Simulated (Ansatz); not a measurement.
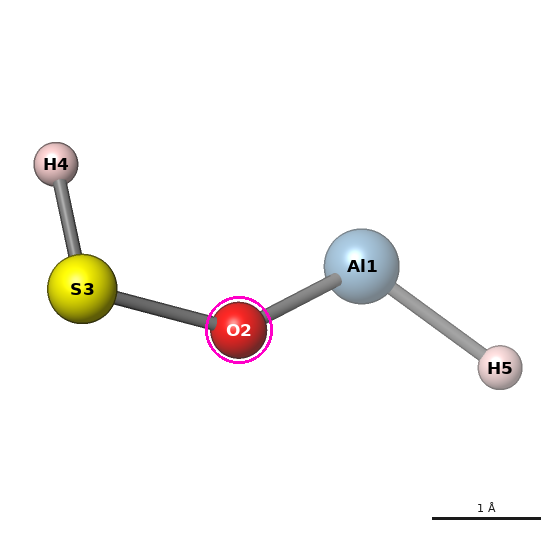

Orthographic view. Depth is shown by fading: the farther an atom, the more it takes the colour of the background. State: neutral, doublet. The geometry was computed by an optimisation with PBE0-D4/def2-TZVP. No frequency run is at hand to confirm it as a minimum.

Q: Name the neighbours of the circled atom.

A: The circled atom is O2; it is bonded to Al1, S3.

Q: Which atom is nearest the viewer?

A: S3, 1.0 Å in front of the mean position.

Q: Which two atoms are farthest apart in space?

A: H4 and H5, 4.71 Å.

Q: Of Al1 and O2, which is nearer the viewer?

A: O2; the bond to Al1 points away from the viewer, so it looks shorter than its 1.71 Å.
